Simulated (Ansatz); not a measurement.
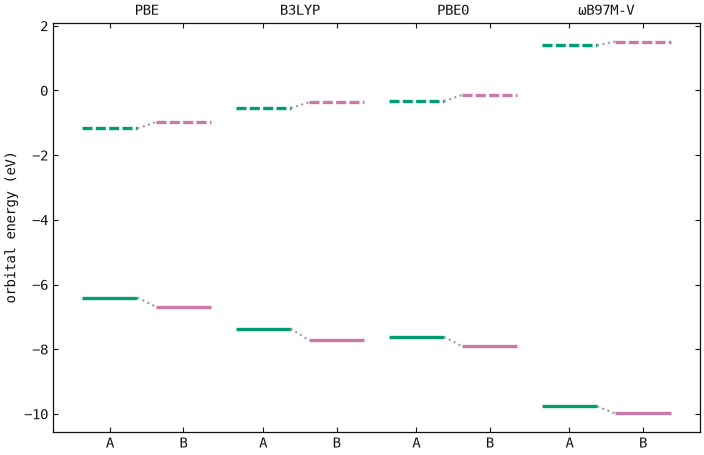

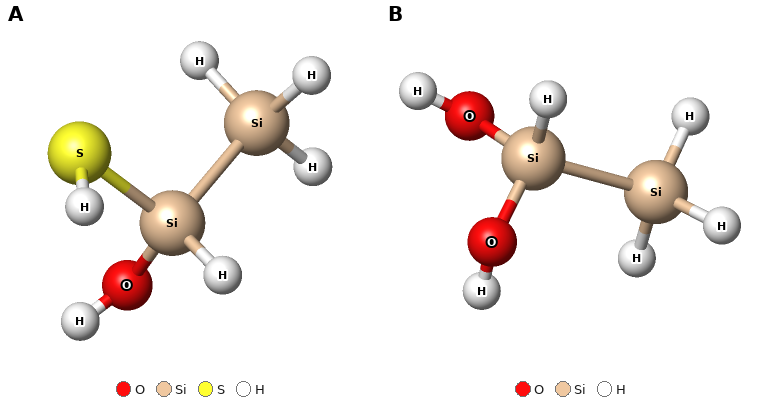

One change: A, Si₂H₆SO (SMILES O[Si@@H]([SiH3])S), becomes B, Si₂H₆O₂ (SMILES O[SiH](O)[SiH3]). SH on Si is replaced by OH. HOMO (solid) and LUMO (dashed) computed in def2-TZVPP at PBE0-D4/def2-TZVP geometries, both minima by their frequencies, gas phase, the Ansatz code. Empty levels above zero depend strongly on the basis.

What does the change do to HOMO and LUMO?

Answer. PBE: the HOMO falls by 0.29 eV, the LUMO rises by 0.20 eV, and the separation goes from 5.23 to 5.71 eV. B3LYP: the HOMO falls by 0.36 eV, the LUMO rises by 0.18 eV, and the separation goes from 6.82 to 7.36 eV. PBE0: the HOMO falls by 0.30 eV, the LUMO rises by 0.19 eV, and the separation goes from 7.28 to 7.77 eV. ωB97M-V: the HOMO falls by 0.22 eV, the LUMO rises by 0.12 eV, and the separation goes from 11.16 to 11.50 eV.

Do the functionals agree on the effect?

Answer. They agree on the direction for both levels; the HOMO shift lies between −0.36 and −0.22 eV and the LUMO shift between 0.12 and 0.20 eV, while the separations themselves differ by up to 5.9 eV between functionals.
